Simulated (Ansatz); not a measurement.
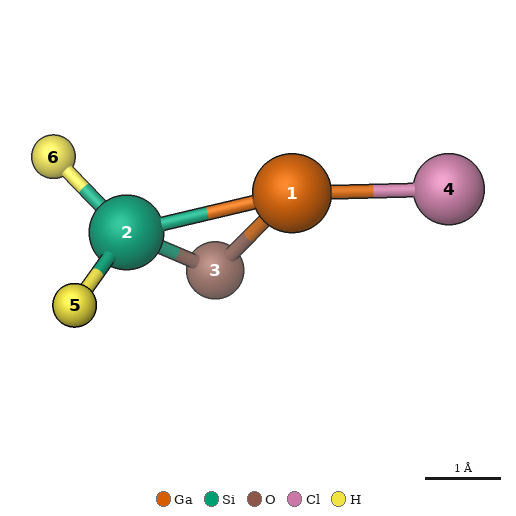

Orthographic view. Atoms fade into the background with distance from the viewer. The geometry was computed by an optimisation with PBE0-D4/def2-TZVP.

Give the geometry as a Z-matrix, atoms in numerical order, with these reference atoms: 2 to 1; 3 to 2, 1; 4 to 1, 3, 2; 5 to 2, 3, 1; 6 to 2, 5, 3.

```
Ga 
Si   1   2.293
O    2   1.622   1    56.4
Cl   1   2.124   3   115.0   2   180.0
H    2   1.486   3   119.8   1  -109.9
H    2   1.486   5   109.4   3   143.9
```
